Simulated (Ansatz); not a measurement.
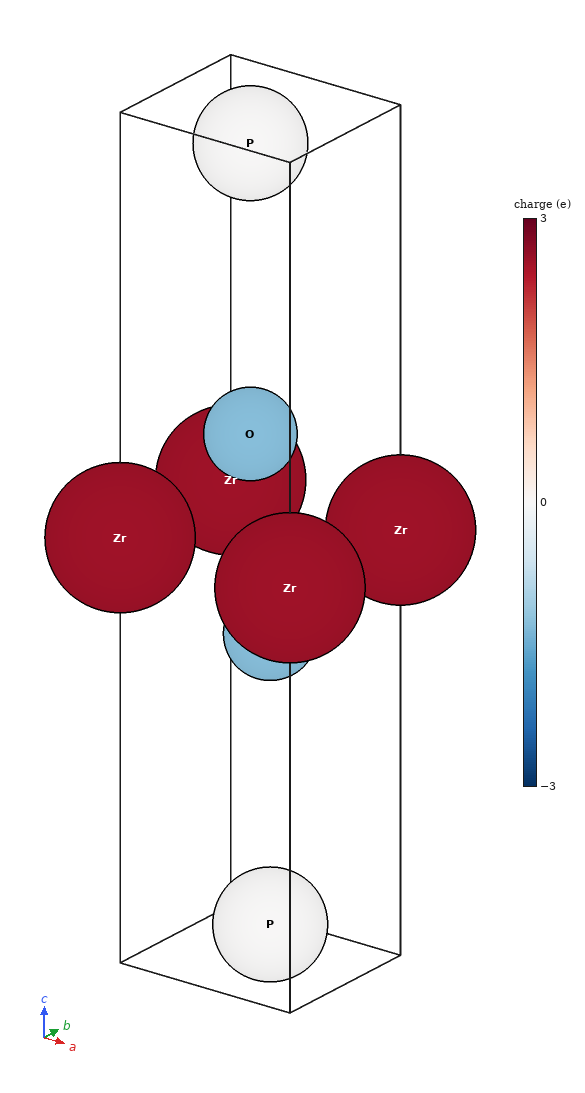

Drawn in the spheres-only manner and seen slightly off an axis. Atoms at the boundary of the simulation cell (the box) are drawn once for each face, edge or corner they touch. The atoms of this ZrP₂O₂ cell are coloured by their Bader charge.

Calculation details: DFT PBE+D3(BJ), scalar-relativistic, plane waves, PAW in Ansatz; wavefunction cutoff 420 eV, a 12×12×4 k-point grid, Gaussian smearing of 0.02 eV, no spin polarisation.

What do the colours say about charge transfer?

Answer. Most positive: Zr; most negative: O. Charges: about Zr +2.5 e; P 0.0 e; O -1.3 e. The transfer is large, as in an ionic solid.

Starting structure: a structure type filled with these elements by a generator (whether the compound takes this form wasn't checked). Earlier steps of the study may have refined or changed the cell and positions. It was run through Ansatz as a DFT input.
